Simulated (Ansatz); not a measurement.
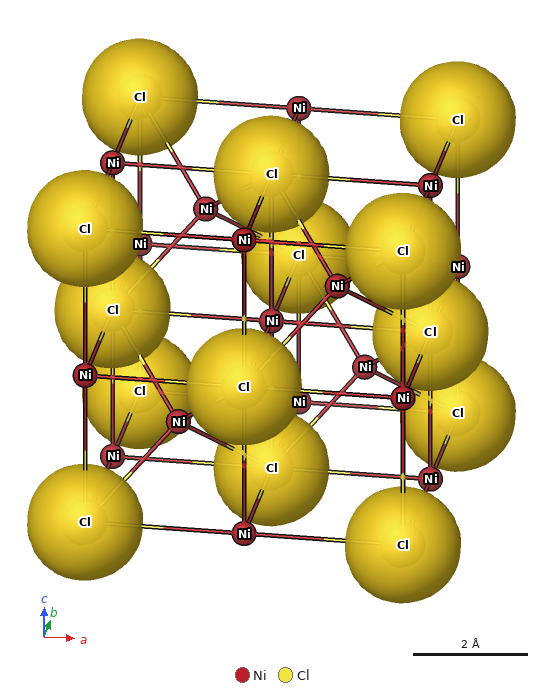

Figure 1: Ni2Cl. Isosurface of the electron localisation function at 0.7 (yellow), seen at an oblique angle. Core shells and regions of very low density are left out. Sticks mark near contacts.

Space group F-43m; a structure generated by program, which may or may not match a known phase; spin-polarised.

Method: DFT PBE, scalar-relativistic, plane waves, PAW in Ansatz.

The calculation's input:

```
crystal:
  lattice:
    - [0.0, 2.8386004144, 2.8386004144]
    - [2.8386004144, 0.0, 2.8386004144]
    - [2.8386004144, 2.8386004144, 0.0]
  atoms:
    - { symbol: Ni, position: [0.75, 0.75, 0.75], spin: 0.67 }
    - { symbol: Ni, position: [0.5, 0.5, 0.5], spin: 0.81 }
    - { symbol: Cl, position: [0.0, 0.0, 0.0] }
basis:
  ecutwfc: 420
kpoints:
  mp_grid: { grid: [14, 14, 14] }
  band_path:
    path:
      - [[0.0, 0.0, 0.0], [-0.5, -0.5, 0.0], [-0.375, -0.375, 0.25]]
      - [[-0.375, 0.0, 0.375], [0.0, 0.0, 0.0], [0.0, 0.0, 0.5], [-0.5, -0.25, 0.25], [-0.5, -0.5, 0.0]]
    npoints: 14
hamiltonian:
  xc: pbe
scf:
  occupations: { method: gaussian, width: 0.1 }
  n_extra_bands: 7
output:
  forces: true
  stress: true
  eigenvalues: true
  populations: true
  dos: { projected: true, de: 0.02, nscf_kmesh: { grid: [17, 17, 17] } }
  bader: true
  write_density: true
  write_potential: true
  elf: true
  volumetric_format: npy
magnetization:
  spin_polarized: true
checkpoint:
  read: start.run
  write: ck
  compress: false
  write_wavefunctions: false
  write_every: 100000
```

Launched as:

```sh
ansatz run input.yaml --threads 1 --pin off --max-ram 2560MiB --backend cpu --events-out ev --progress --plain --runs-dir out
```

Below, planes, directions and counts refer to the conventional cell (a = 5.68 Å, b = 5.68 Å, c = 5.68 Å, α = 90.00°, β = 90.00°, γ = 90.00°).

Identify the bonds, lone pairs and shells in this picture.

Answer. The surface consists of four regions wrapped around Cl (the valence shell of each), counted in one cell of 12 atoms. Any copies at cell faces, edges or corners count once. Profiles from the grid: Ni–Cl (2.46 Å): the ELF peaks at about 0.85 in the valence shell of Cl, 0.7 Å from its nucleus, and is about 0.30 at the midpoint: no shared electron pair shows on this line. Ni–Cl (2.84 Å): the ELF is about 0.15 at the midpoint: no localised pair shows between them.
